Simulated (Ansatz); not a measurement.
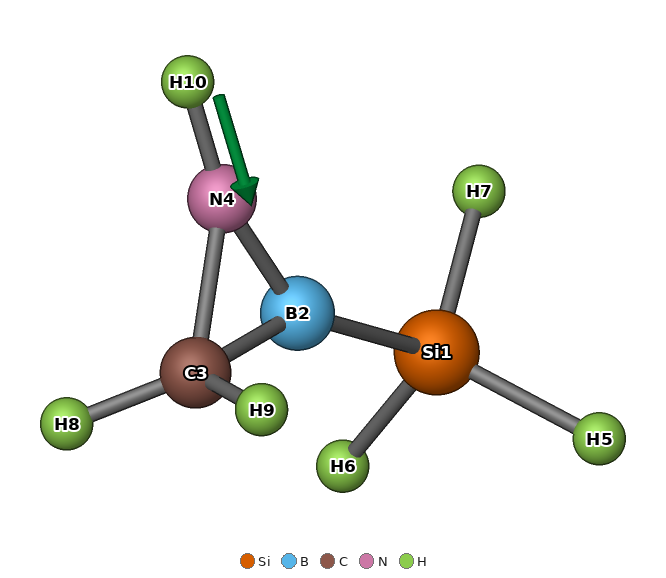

The arrows show one normal mode. Harmonic vibrations computed with RKS PBE0-D4/def2-TZVP (Ansatz 0.2.0) at a stationary point of the same level.

Q: Describe the motion.

A: Mostly N–H stretching.

Q: Estimate its harmonic wavenumber.

A: 3676 cm⁻¹; it is mode 24 of 24 counted from the lowest.
